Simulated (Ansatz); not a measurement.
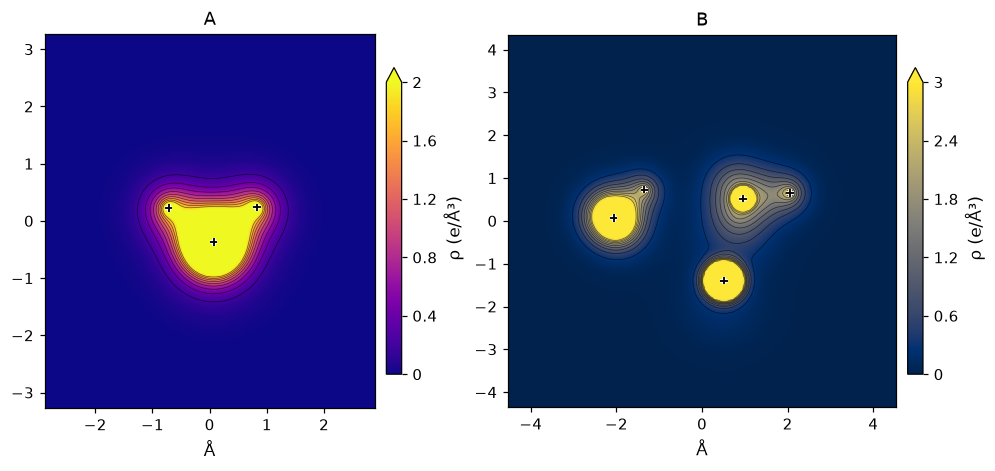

The electron density of 2 systems, each on a plane through atoms (crosses mark nuclei in the plane).

These are results of RKS PBE0-D4/6-31G* (Ansatz), not measurements.

System 1: H2Si···H2O, the plane of atoms H3, O2 and H4. Not at a stationary point (largest force 1.2 eV/Å).

```yaml
atoms:
  - { symbol: Si, position_ang: [-0.1188, 0.0633, -0.9033] }
  - { symbol: O, position_ang: [1.1424, 0.1888, 1.6561] }
  - { symbol: H, position_ang: [0.7929, -0.6375, 2.0228] }
  - { symbol: H, position_ang: [1.7803, -0.1061, 0.9638] }
  - { symbol: H, position_ang: [-1.1226, 1.1827, -0.6477] }
  - { symbol: H, position_ang: [-1.0537, -0.9726, -0.2731] }
```

System 2: CH5Al···H2O, the plane of atoms Al1, C2 and H5. Not at a stationary point (largest force 1.0 eV/Å).

```xyz
10

Al    0.1152    0.2988    0.1351
C     0.0192    0.1335    2.0972
H    -0.9396   -0.2538    2.4676
H     0.8312   -0.4824    2.5061
H     0.1376    1.1208    2.5671
H     1.5213    0.5164   -0.5846
H    -1.2392    0.3960   -0.7125
O    -0.1874   -2.5900    0.7132
H    -1.1000   -2.7827    0.4598
H    -0.2692   -2.1039    1.5663
```

Q: Which map belongs to which system?

A: Panel A is system 1, H2Si···H2O: the plane holds O and H. O–H (0.97 Å): ρ at the midpoint is about 3.6 e/Å³. Panel B is system 2, CH5Al···H2O: the plane holds Al, C, H and O. C2···H10 (2.32 Å): the density falls to about 0.1 e/Å³ on the way.
